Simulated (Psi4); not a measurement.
**GaH3O (GaH2(OH)): HF/aug-cc-pVDZ**

What is the vertical singlet–triplet gap of GaH3O (GaH2(OH)) at HF/aug-cc-pVDZ? 

The calculation is run with Psi4 1.11.

### 1 Starting point

GaH3O has 5 atoms, charge 0, and is taken as a singlet. As SMILES, `[H][Ga]([H])[OH]`. Geometry: a GFN2-xTB relaxation, a rough one for these elements and not checked as a minimum.

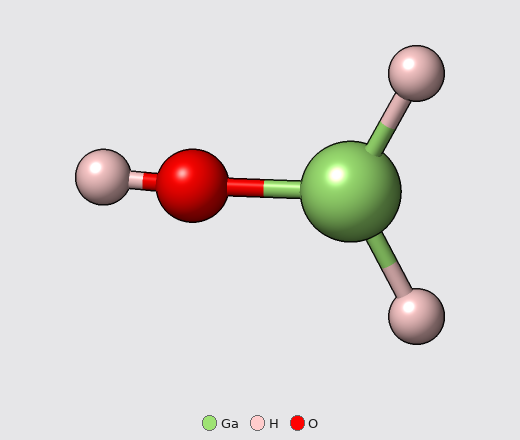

Viewed from a chosen angle; gallium green, hydrogen pink, oxygen red.

### 2 Energy and forces at HF/aug-cc-pVDZ

Input file job.inp:

```
memory 1600 mb

molecule {
  0 1
  Ga
  H 1 r2
  H 1 r3 2 a3
  O 1 r4 2 a4 3 d4
  H 4 r5 2 a5 1 d5

  r2 = 1.54016
  r3 = 1.541762
  a3 = 125.97665
  r4 = 1.682319
  a4 = 116.11811
  d4 = 179.98872
  r5 = 0.950032
  a5 = 153.17008
  d5 = 179.84619
  symmetry c1
  no_reorient
  no_com
}

set globals {
  basis         aug-cc-pVDZ
  puream        true
  e_convergence 1e-09
  d_convergence 1e-08
  scf_type      pk
}

e, wfn = gradient("scf", return_wfn=True)
oeprop(wfn, "QUADRUPOLE", "LOWDIN_CHARGES", "MAYER_INDICES")
```

Launch:

```bash
$ psi4 -n 1 job.inp job.out
```

job.out:

```text
[...]
  Running in c1 symmetry.
[...]
  Nuclear repulsion =  113.557010999814011
[...]
  Multiplicity = 1
[...]
  Nalpha       = 21
  Nbeta        = 21
[...]
    Number of basis functions: 86
[...]
   @RHF iter   1: -1999.15728938334178   -4.04406e+00   1.33681e-02 DIIS/ADIIS
[...]
   @RHF iter  11: -1999.83471706592491   -4.54747e-12   2.68279e-09 DIIS
[...]
    Orbital Energies [Eh]
    ---------------------
    Doubly Occupied:
       1A   -378.864326     2A    -48.210602     3A    -42.541351
       4A    -42.537835     5A    -42.537658     6A    -20.533943
       7A     -6.418962     8A     -4.515001     9A     -4.509811
      10A     -4.507682    11A     -1.323102    12A     -1.217859
      13A     -1.216943    14A     -1.213567    15A     -1.212986
      16A     -1.194750    17A     -0.717336    18A     -0.529227
      19A     -0.509591    20A     -0.487666    21A     -0.410994
[...]
  @RHF Final Energy: -1999.83471706592491
   => Energetics <=
    Nuclear Repulsion Energy =            113.5570109998140111
    One-Electron Energy =               -3016.3610732433426165
    Two-Electron Energy =                 902.9693451776038273
    Total Energy =                      -1999.8347170659249059
[...]
  -Total Gradient:
     Atom            X                  Y                   Z
    ------   -----------------  -----------------  -----------------
       1       -0.000019794309    -0.036989972481    -0.017400944823
       2        0.000008501980    -0.000543143127    -0.009141713709
       3        0.000007513164    -0.007056531709     0.005169179311
       4       -0.000018263127     0.065747178803     0.031441844351
       5        0.000022042292    -0.021157531507    -0.010068365144
[...]
 Multipole Moments:
 ------------------------------------------------------------------------------------
     Multipole            Electronic (a.u.)      Nuclear  (a.u.)        Total (a.u.)
 ------------------------------------------------------------------------------------
 L = 1.  Multiply by 2.5417464519 to convert [e a0] to [Debye]
 Dipole X            :         -0.0011067            0.0017821            0.0006753
 Dipole Y            :          1.9583086           -2.0979230           -0.1396145
 Dipole Z            :          0.9427933           -1.0702715           -0.1274782
 Magnitude           :                                                    0.1890591
 L = 2.  Multiply by 1.3450342976 to convert [e a0^2] to [Debye ang]
 Quadrupole XX       :        -15.6220689            0.0000105          -15.6220584
 Quadrupole XY       :          0.0179963           -0.0218931           -0.0038968
[...]
```

It took 39 s on 1 thread of Intel Xeon Platinum 8488C (Sapphire Rapids), shared host; peak memory 0.48 GiB.

### 3 The triplet, same level

Input file job.dat:

```
memory 1.6 GB

molecule system {
  0 3
  Ga     0.55516374     0.92770435    -0.20906040
  H      3.45209499     0.71439206    -0.39123000
  H     -1.00499415     3.36717070    -0.53067289
  O     -1.01153260    -1.77135368     0.39705036
  H     -1.99073199    -3.23791343     0.73391294
  units au
  symmetry c1
  no_reorient
  no_com
}

set reference uhf
set puream true
set e_convergence 1e-09
set d_convergence 1e-08
set scf_type pk
set maxiter 200

gradient("hf/aug-cc-pVDZ")
```

Launch:

```bash
$ psi4 -i job.dat -o job.out -n 1
```

job.out:

```text
[...]
  Running in c1 symmetry.
[...]
  Nuclear repulsion =  113.556993976569743
[...]
  Multiplicity = 3
[...]
  Nalpha       = 22
  Nbeta        = 20
[...]
    Number of basis functions: 86
[...]
   @UHF iter   1: -1998.84253320634502   -3.72931e+00   1.37961e-02 DIIS/ADIIS
[...]
   @UHF iter  23: -1999.62645556800953   -1.90994e-11   6.50978e-09 DIIS
[...]
   @S^2 Observed:                2.051658759E+00
[...]
    Orbital Energies [Eh]
    ---------------------
    Alpha Occupied:
       1A   -378.879232     2A    -48.226286     3A    -42.556741
       4A    -42.554919     5A    -42.553973     6A    -20.635741
       7A     -6.431992     8A     -4.525972     9A     -4.524499
      10A     -4.524139    11A     -1.418209    12A     -1.234496
      13A     -1.229568    14A     -1.226465    15A     -1.223840
      16A     -1.222126    17A     -0.791505    18A     -0.631368
      19A     -0.617442    20A     -0.591393    21A     -0.521138
      22A     -0.177782
    Alpha Virtual:
      23A      0.024909    24A      0.031110    25A      0.038713
[...]
  @UHF Final Energy: -1999.62645556800953
   => Energetics <=
    Nuclear Repulsion Energy =            113.5569939765697427
    One-Electron Energy =               -3015.0320341124788683
    Two-Electron Energy =                 901.8485845678998203
    Total Energy =                      -1999.6264555680095327
  UHF NO Occupations:
  HONO-2 :   20  A 1.9843883
  HONO-1 :   21  A 1.0000000
[...]
 Multipole Moments:
 ------------------------------------------------------------------------------------
     Multipole            Electronic (a.u.)      Nuclear  (a.u.)        Total (a.u.)
 ------------------------------------------------------------------------------------
 L = 1.  Multiply by 2.5417464519 to convert [e a0] to [Debye]
 Dipole X            :        -10.0422728            9.5741840           -0.4680888
 Dipole Y            :        -16.0780331           15.4316547           -0.6463783
 Dipole Z            :          3.6424461           -3.4924595            0.1499867
 Magnitude           :                                                    0.8120395
[...]
  -Total Gradient:
     Atom            X                  Y                   Z
    ------   -----------------  -----------------  -----------------
       1       -0.023672127291    -0.033097961803     0.007694557657
       2       -0.015735503078    -0.003233470760     0.001815085823
       3        0.007278020286    -0.016491313051     0.002455548987
       4        0.039488785959     0.064648066069    -0.014673600453
       5       -0.007359175913    -0.011825320471     0.002708407992
[...]
```

Run time: 35 s. Hardware: 1 thread of Intel Xeon Platinum 8488C (Sapphire Rapids), shared host; peak memory 0.48 GiB.

### 4 Outcome

At HF/aug-cc-pVDZ:

| quantity | value |
| --- | --- |
| singlet: total energy | -1999.83472 Eh |
| singlet: dipole moment | 0.48 D |
| singlet: HOMO energy | -11.18 eV |
| singlet: LUMO energy | 0.75 eV |
| singlet: HOMO–LUMO gap | 11.94 eV |
| singlet: largest force on an atom | 3.748 eV/Å |
| triplet: total energy | -1999.62646 Eh |
| triplet: dipole moment | 2.06 D |
| triplet: HOMO energy (highest over α and β) | -4.84 eV |
| triplet: LUMO energy (lowest over α and β) | -3.23 eV |
| triplet: ⟨S²⟩ | 2.052 |
| triplet: largest force on an atom | 3.968 eV/Å |
| vertical energy of the triplet above the singlet | 5.667 eV |

At this shape the triplet lies 5.67 eV (547 kJ/mol) above the singlet. The largest force (singlet) is 3.75 eV/Å: the shape isn't a stationary point for this species at this level.
